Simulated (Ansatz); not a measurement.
# Molecular dynamics of GeH5O4F (part 3 of 3)

GeH5O4F; RKS PBE-D4/def2-SVP (Ansatz 0.2.0). It belongs to a series of runs on one base structure; here: dynamics from the highest image of the converged band.

Geometry of the input (Å):
```
Ge 0.1921  0.2424  -0.0651
F  -0.5657  0.1414  1.9629
O  1.7321  -0.0257  -0.9457
H  1.6985  -0.9261  -1.3234
O  -0.9014  1.4412  -0.7787
H  -1.6628  0.9651  -1.1619
O  -0.4836  -1.4187  -0.1564
H  -0.9815  -1.5631  0.6727
O  1.0978  1.4190  1.1761
H  2.0371  1.1474  1.2162
H  0.3505  0.8809  1.9447
```

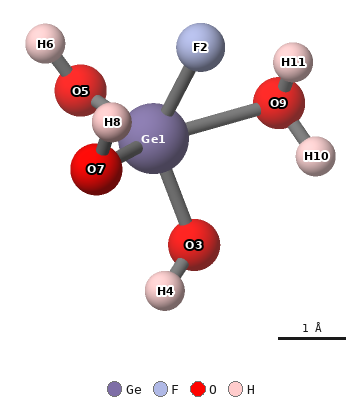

Fig. 1: The geometry at step 100 of the log (ball-and-stick view, seen at a tilt; atoms are numbered from 1 in the order of the input).

**Trajectory as extended XYZ (Å, eV, eV/Å), 19 of the 201 frames kept, from step=0 to step=200**
```
11
Properties=species:S:1:pos:R:3:forces:R:3 step=0 time_fs=0.0 energy=-67472.08146 temperature=100.0
Ge    0.1921    0.2424   -0.0651    0.0117  -0.0044   0.0033
F    -0.5657    0.1414    1.9629    0.0095   0.0091  -0.0053
O     1.7321   -0.0257   -0.9457   -0.0090   0.0012   0.0020
H     1.6985   -0.9261   -1.3234    0.0037  -0.0014  -0.0022
O    -0.9014    1.4412   -0.7787    0.0116   0.0068   0.0068
H    -1.6628    0.9651   -1.1619   -0.0112  -0.0059  -0.0059
O    -0.4836   -1.4187   -0.1564    0.0054   0.0060  -0.0109
H    -0.9815   -1.5631    0.6727   -0.0090  -0.0054   0.0116
O     1.0978    1.4190    1.1761   -0.0146  -0.0004   0.0028
H     2.0371    1.1474    1.2162    0.0080  -0.0005  -0.0021
H     0.3505    0.8809    1.9447   -0.0059  -0.0051  -0.0001
11
Properties=species:S:1:pos:R:3:forces:R:3 step=11 time_fs=5.5 energy=-67472.04438 temperature=68.3
Ge    0.1868    0.2411   -0.0662    0.1710  -0.2945   0.0859
F    -0.5552    0.1437    1.9485   -0.0339   0.0912   0.1397
O     1.7477   -0.0181   -0.9290   -0.1200  -0.0048  -0.0015
H     1.7440   -0.8991   -1.3564   -0.1112   0.1183   0.0979
O    -0.9044    1.4352   -0.7811    0.3201   0.3633   0.0723
H    -1.7340    1.0376   -1.0864   -0.1699  -0.2857  -0.0426
O    -0.4962   -1.4251   -0.1565    0.1955   0.2047  -0.1940
H    -0.9476   -1.5585    0.6948   -0.1617  -0.0949   0.2244
O     1.1074    1.4171    1.1752    0.1242   0.0168   0.3465
H     2.0533    1.1541    1.2543   -0.3146   0.0445  -0.1151
H     0.3556    0.9256    1.9874    0.1006  -0.1588  -0.6133
11
Properties=species:S:1:pos:R:3:forces:R:3 step=22 time_fs=11.0 energy=-67472.04551 temperature=69.4
Ge    0.1821    0.2386   -0.0671   -0.0108  -0.6181  -0.0545
F    -0.5455    0.1470    1.9355   -0.2592  -0.1773  -0.1710
O     1.7611   -0.0089   -0.9116   -0.2466   0.3151   0.1976
H     1.7599   -0.8644   -1.3745   -0.1273  -0.1718  -0.0403
O    -0.9055    1.4336   -0.7840   -0.4186   0.0882  -0.2008
H    -1.7955    1.0615   -0.9981    0.6463   0.0200   0.2001
O    -0.5072   -1.4286   -0.1569   -0.0745   0.1159   0.4165
H    -0.9286   -1.5690    0.7276    0.1809   0.0578  -0.4526
O     1.1158    1.4169    1.1789   -0.2843   0.5614  -0.2590
H     2.0439    1.1558    1.2682    0.4211  -0.2026   0.0040
H     0.3910    0.9348    1.8960    0.1729   0.0114   0.3599
11
Properties=species:S:1:pos:R:3:forces:R:3 step=33 time_fs=16.5 energy=-67472.07112 temperature=91.3
Ge    0.1774    0.2338   -0.0681   -0.1640  -0.4528   0.2517
F    -0.5394    0.1476    1.9201   -0.2161  -0.3199  -0.3352
O     1.7701    0.0035   -0.8919   -0.3459  -0.0715   0.0022
H     1.7413   -0.8430   -1.3852   -0.0352   0.1163   0.1012
O    -0.9070    1.4360   -0.7885    0.5725   0.2482   0.0003
H    -1.7873    1.0487   -0.8833   -0.4199  -0.2499  -0.0544
O    -0.5168   -1.4291   -0.1555    0.3296   0.2064  -0.5220
H    -0.9025   -1.5796    0.7216   -0.2075  -0.0562   0.3974
O     1.1255    1.4251    1.1790    0.8357   0.3960  -0.1676
H     2.0608    1.1281    1.2709   -0.3116   0.0854  -0.1164
H     0.4643    0.9405    1.8888   -0.0375   0.0980   0.4428
11
Properties=species:S:1:pos:R:3:forces:R:3 step=44 time_fs=22.0 energy=-67472.08446 temperature=102.8
Ge    0.1721    0.2273   -0.0679   -0.2064  -0.0026   0.8763
F    -0.5363    0.1437    1.8999   -0.0164  -0.2405  -0.3192
O     1.7729    0.0161   -0.8713   -0.3556  -0.0639  -0.0055
H     1.7128   -0.8146   -1.3827    0.0906  -0.0307  -0.0136
O    -0.9051    1.4400   -0.7936   -0.1822  -0.3334   0.0163
H    -1.7910    1.0118   -0.7748    0.1770   0.2494  -0.1164
O    -0.5230   -1.4271   -0.1578    0.0085  -0.0880  -0.0115
H    -0.8954   -1.5888    0.7389    0.0721   0.0896  -0.2141
O     1.1447    1.4409    1.1776    0.1839   0.0715   0.6612
H     2.0603    1.1036    1.2467    0.1327   0.0747  -0.1116
H     0.5380    0.9804    1.9670    0.0958   0.2739  -0.7620
11
Properties=species:S:1:pos:R:3:forces:R:3 step=56 time_fs=28.0 energy=-67472.11892 temperature=132.5
Ge    0.1650    0.2200   -0.0638   -0.6385   0.0774   1.2036
F    -0.5336    0.1350    1.8711    0.0468  -0.2167  -0.7418
O     1.7689    0.0285   -0.8491   -0.1967   0.0377   0.0090
H     1.7099   -0.7878   -1.3790    0.1151  -0.1380  -0.0660
O    -0.9031    1.4394   -0.7991   -0.2688  -0.4586   0.0981
H    -1.7931    1.0250   -0.6887    0.2570   0.3682  -0.1940
O    -0.5282   -1.4263   -0.1642   -0.0528  -0.3017  -0.0443
H    -0.8868   -1.5807    0.7416    0.0839   0.0918  -0.2783
O     1.1739    1.4624    1.1834    0.8034   1.0474  -1.0141
H     2.0782    1.1059    1.1934    0.3500  -0.0644   0.1253
H     0.6199    1.0786    1.9168   -0.4995  -0.4432   0.9025
11
Properties=species:S:1:pos:R:3:forces:R:3 step=67 time_fs=33.5 energy=-67472.19240 temperature=195.8
Ge    0.1563    0.2138   -0.0551   -0.5209   0.3047   1.1338
F    -0.5302    0.1239    1.8340    0.2096   0.0080  -0.5360
O     1.7613    0.0387   -0.8299   -0.0149  -0.2134  -0.2317
H     1.7409   -0.7757   -1.3768    0.0316   0.1256   0.1371
O    -0.9011    1.4326   -0.8028    0.6711   0.0465  -0.0532
H    -1.7990    1.1061   -0.6593   -0.5776  -0.0963  -0.0139
O    -0.5324   -1.4300   -0.1744    0.1960  -0.2297  -0.6776
H    -0.8807   -1.5622    0.7214   -0.2478  -0.1723   0.3952
O     1.2133    1.4950    1.1798    0.0679  -0.1534   0.5453
H     2.1281    1.1159    1.1723   -0.4568   0.1816   0.1514
H     0.6363    1.1025    1.9706    0.6417   0.1986  -0.8504
11
Properties=species:S:1:pos:R:3:forces:R:3 step=78 time_fs=39.0 energy=-67472.27400 temperature=266.0
Ge    0.1451    0.2084   -0.0419   -0.8290  -0.1001   0.8477
F    -0.5236    0.1126    1.7882    0.3099   0.0724  -0.5298
O     1.7534    0.0473   -0.8131    0.0921   0.1717   0.0268
H     1.7794   -0.7605   -1.3566   -0.1052  -0.1552  -0.0073
O    -0.8947    1.4244   -0.8066   -0.2893   0.0730  -0.0422
H    -1.8439    1.2008   -0.6499    0.5949   0.0140  -0.0426
O    -0.5353   -1.4392   -0.1911   -0.1219  -0.4088   0.1305
H    -0.9050   -1.5720    0.7180    0.1125  -0.0423  -0.5005
O     1.2541    1.5308    1.1789    0.3815   0.8705  -0.9896
H     2.1426    1.1436    1.1888    0.4892  -0.1374  -0.0774
H     0.7559    1.1425    1.9169   -0.6348  -0.3578   1.1843
11
Properties=species:S:1:pos:R:3:forces:R:3 step=89 time_fs=44.5 energy=-67472.35041 temperature=331.4
Ge    0.1310    0.2029   -0.0254   -0.5070  -0.2311   0.3725
F    -0.5126    0.1026    1.7353    0.2503   0.2071   0.0668
O     1.7469    0.0571   -0.7971    0.0073   0.0102   0.0102
H     1.7890   -0.7653   -1.3234   -0.1466  -0.0285   0.0742
O    -0.8867    1.4185   -0.8121    0.4133   0.3262  -0.2167
H    -1.8321    1.2801   -0.6374   -0.0882  -0.1963   0.1266
O    -0.5380   -1.4544   -0.2111    0.2265  -0.1904  -0.6155
H    -0.9360   -1.6108    0.6626   -0.1522  -0.1516   0.1643
O     1.2992    1.5736    1.1725   -0.2047  -0.5449   1.1608
H     2.1998    1.1696    1.1859   -0.2624   0.1768  -0.2140
H     0.8211    1.1681    1.9869    0.4636   0.6226  -0.9290
11
Properties=species:S:1:pos:R:3:forces:R:3 step=100 time_fs=50.0 energy=-67472.42195 temperature=392.5
Ge    0.1147    0.1964   -0.0074   -0.1743  -0.4617  -0.3866
F    -0.4979    0.0956    1.6833    0.0039   0.2844   0.8279
O     1.7403    0.0674   -0.7806   -0.1945  -0.1817   0.0680
H     1.7593   -0.7815   -1.2708   -0.0559   0.0762   0.0952
O    -0.8735    1.4182   -0.8209    0.4139   0.2851  -0.2007
H    -1.8108    1.3087   -0.5979   -0.2122  -0.1316   0.1166
O    -0.5381   -1.4739   -0.2393    0.2338  -0.0816  -0.5676
H    -0.9843   -1.6792    0.6037   -0.0055  -0.0180  -0.0019
O     1.3436    1.6138    1.1753    0.2615   0.4925  -0.7438
H     2.2384    1.2211    1.1259   -0.0274  -0.0352  -0.0626
H     0.9252    1.2885    1.9830   -0.2433  -0.2285   0.8554
11
Properties=species:S:1:pos:R:3:forces:R:3 step=111 time_fs=55.5 energy=-67472.40708 temperature=379.7
Ge    0.0979    0.1881    0.0088    0.3522  -0.4481  -1.4190
F    -0.4834    0.0929    1.6447   -0.3760   0.2482   1.8801
O     1.7302    0.0753   -0.7622   -0.3534  -0.1256   0.2595
H     1.7163   -0.7950   -1.2037    0.1064  -0.1409  -0.0947
O    -0.8566    1.4225   -0.8325   -0.5452   0.0239   0.1916
H    -1.7938    1.3080   -0.5379    0.5292   0.1164  -0.2263
O    -0.5342   -1.4948   -0.2770    0.0859   0.0091  -0.2230
H    -1.0306   -1.7520    0.5331    0.2595   0.1724  -0.3340
O     1.3878    1.6594    1.1747   -0.4859   0.2962   0.0929
H     2.2699    1.2624    1.0514    0.0890  -0.1512   0.0703
H     1.0343    1.3988    2.0563    0.3384  -0.0005  -0.1973
11
Properties=species:S:1:pos:R:3:forces:R:3 step=122 time_fs=61.0 energy=-67472.37984 temperature=356.6
Ge    0.0824    0.1780    0.0195    0.5050  -0.4126  -2.0232
F    -0.4744    0.0939    1.6341   -0.5596   0.1422   2.2985
O     1.7141    0.0791   -0.7402   -0.2374  -0.4889   0.1234
H     1.7012   -0.8167   -1.1459    0.1627   0.1589   0.0172
O    -0.8420    1.4279   -0.8426    0.4763  -0.0715   0.0298
H    -1.7426    1.3281   -0.5082   -0.6308   0.1376   0.0482
O    -0.5261   -1.5140   -0.3229    0.6018   0.5400  -0.8067
H    -1.0463   -1.8000    0.4378   -0.2307  -0.0941   0.4332
O     1.4265    1.7096    1.1726   -0.0160  -0.1928   0.9296
H     2.2946    1.2785    0.9896   -0.2905   0.1204  -0.0201
H     1.2196    1.5033    2.1301    0.2193   0.1610  -1.0299
11
Properties=species:S:1:pos:R:3:forces:R:3 step=133 time_fs=66.5 energy=-67472.43148 temperature=401.3
Ge    0.0686    0.1662    0.0225   -0.0274  -0.4418  -1.4962
F    -0.4734    0.0971    1.6572   -0.3281   0.0705   1.5589
O     1.6941    0.0762   -0.7152    0.1688  -0.1671   0.1499
H     1.7299   -0.8238   -1.0959    0.0772  -0.0536  -0.0478
O    -0.8263    1.4317   -0.8499   -0.3555  -0.1345   0.3380
H    -1.7473    1.3935   -0.5046    0.2717   0.1509  -0.2047
O    -0.5112   -1.5259   -0.3776    0.0397   0.3903   0.1491
H    -1.0644   -1.8390    0.3735    0.2531   0.1620  -0.2742
O     1.4654    1.7606    1.1755    0.0019   0.3589  -1.4401
H     2.2857    1.3063    0.9107    0.2142  -0.0645  -0.3151
H     1.4114    1.6092    2.1082   -0.3156  -0.2712   1.5821
11
Properties=species:S:1:pos:R:3:forces:R:3 step=144 time_fs=72.0 energy=-67472.47683 temperature=440.0
Ge    0.0547    0.1527    0.0197   -0.6742  -0.3019  -0.2263
F    -0.4773    0.1014    1.7035    0.0586  -0.0171   0.1889
O     1.6774    0.0695   -0.6880    0.6140   0.0117   0.0249
H     1.7787   -0.8314   -1.0529   -0.0483  -0.0434   0.0096
O    -0.8129    1.4331   -0.8526   -0.1296  -0.0274   0.1364
H    -1.7370    1.5013   -0.5351    0.2097  -0.0273   0.0012
O    -0.4927   -1.5292   -0.4334    0.1176   0.4995   0.1083
H    -1.0567   -1.8596    0.2914   -0.0002  -0.0234   0.0022
O     1.5050    1.8132    1.1731    0.2031  -0.2086   0.9441
H     2.2816    1.3410    0.7797   -0.2940   0.1808   0.2645
H     1.5570    1.6868    2.1709   -0.0566  -0.0430  -1.4539
11
Properties=species:S:1:pos:R:3:forces:R:3 step=156 time_fs=78.0 energy=-67472.45067 temperature=417.2
Ge    0.0365    0.1367    0.0157   -0.8374   0.0017   0.8347
F    -0.4805    0.1058    1.7570    0.3815  -0.0897  -1.0495
O     1.6714    0.0619   -0.6578    0.7355  -0.0053  -0.0351
H     1.8162   -0.8457   -0.9997   -0.1421   0.1216   0.0934
O    -0.7986    1.4340   -0.8536    0.6738  -0.1133  -0.2285
H    -1.6962    1.6097   -0.5543   -0.5138   0.0020   0.3690
O    -0.4707   -1.5230   -0.4919    0.1476   0.4108  -0.0300
H    -1.0439   -1.8865    0.1981   -0.2760  -0.2274   0.2711
O     1.5476    1.8711    1.1706   -0.4078   0.2585  -0.0229
H     2.2457    1.4023    0.6752    0.2552  -0.1488   0.0093
H     1.7101    1.7193    2.1220   -0.0167  -0.2101  -0.2114
11
Properties=species:S:1:pos:R:3:forces:R:3 step=167 time_fs=83.5 energy=-67472.40046 temperature=374.2
Ge    0.0166    0.1220    0.0152   -0.3438   0.3604   1.2994
F    -0.4776    0.1084    1.7904    0.4814  -0.1396  -1.6238
O     1.6789    0.0567   -0.6297    0.3336   0.2288   0.1985
H     1.8174   -0.8576   -0.9379   -0.0293  -0.1454  -0.0405
O    -0.7820    1.4346   -0.8558   -0.4877   0.1817   0.1157
H    -1.6711    1.6848   -0.5105    0.5458  -0.2396  -0.0034
O    -0.4515   -1.5123   -0.5416   -0.5863  -0.3593   0.5781
H    -1.0506   -1.9362    0.1187    0.2842   0.1893  -0.3653
O     1.5825    1.9269    1.1636   -0.0934   0.1120  -1.0364
H     2.2406    1.4454    0.6093   -0.1471   0.1099  -0.0344
H     1.8373    1.6895    2.0556    0.0427  -0.2981   0.9122
11
Properties=species:S:1:pos:R:3:forces:R:3 step=178 time_fs=89.0 energy=-67472.37331 temperature=351.2
Ge   -0.0046    0.1087    0.0198    0.4597   0.5837   1.1645
F    -0.4676    0.1089    1.7995    0.4172  -0.1661  -1.6900
O     1.6925    0.0536   -0.5986   -0.1918  -0.1176   0.2979
H     1.8064   -0.8796   -0.8776    0.0634   0.0985  -0.0186
O    -0.7679    1.4362   -0.8582   -0.0973  -0.0561   0.0455
H    -1.5928    1.7249   -0.4296   -0.0643   0.0662   0.1135
O    -0.4387   -1.5047   -0.5852   -0.1602  -0.2142  -0.0112
H    -1.0422   -1.9798    0.0060   -0.2256  -0.1419   0.1859
O     1.6171    1.9831    1.1516    0.6349  -0.7098   1.1171
H     2.2149    1.5041    0.5249   -0.1972   0.1437   0.0650
H     1.9329    1.6161    2.0396   -0.6387   0.5136  -1.2694
11
Properties=species:S:1:pos:R:3:forces:R:3 step=189 time_fs=94.5 energy=-67472.39628 temperature=370.7
Ge   -0.0240    0.0976    0.0288    1.1044   0.4146   0.3892
F    -0.4512    0.1070    1.7833    0.2461  -0.1460  -1.2067
O     1.7027    0.0494   -0.5618   -0.5956  -0.1363   0.4437
H     1.8136   -0.8881   -0.8262    0.1110   0.0885  -0.0504
O    -0.7571    1.4377   -0.8584   -0.2021  -0.1446   0.2219
H    -1.5066    1.7720   -0.3344   -0.1367   0.2346   0.0214
O    -0.4314   -1.5030   -0.6265   -0.3029  -0.3359   0.1319
H    -1.0551   -2.0277   -0.0931   -0.0676   0.0544   0.0617
O     1.6560    2.0342    1.1440   -0.7387   0.8478  -0.8383
H     2.1559    1.5882    0.4371    0.2486  -0.2192  -0.2332
H     1.9366    1.5826    1.9321    0.3334  -0.6579   1.0588
11
Properties=species:S:1:pos:R:3:forces:R:3 step=200 time_fs=100.0 energy=-67472.41194 temperature=384.0
Ge   -0.0392    0.0881    0.0392    1.3833   0.0435  -0.9000
F    -0.4312    0.1028    1.7494   -0.0232  -0.1245  -0.1398
O     1.7026    0.0435   -0.5170   -0.6368   0.0926   0.5130
H     1.8512   -0.8813   -0.7914    0.0532  -0.0852  -0.0828
O    -0.7525    1.4376   -0.8534   -0.7695   0.1729   0.7540
H    -1.4156    1.8673   -0.2547    0.4201  -0.0824  -0.4670
O    -0.4297   -1.5073   -0.6650   -0.4956  -0.3427   0.4081
H    -1.0839   -2.0574   -0.1800    0.1944   0.3387  -0.1167
O     1.6896    2.0893    1.1326    0.1589  -0.4719  -0.1418
H     2.1208    1.6458    0.3492   -0.1814   0.1818   0.6457
H     1.9529    1.5034    1.8820   -0.1034   0.2771  -0.4728
```
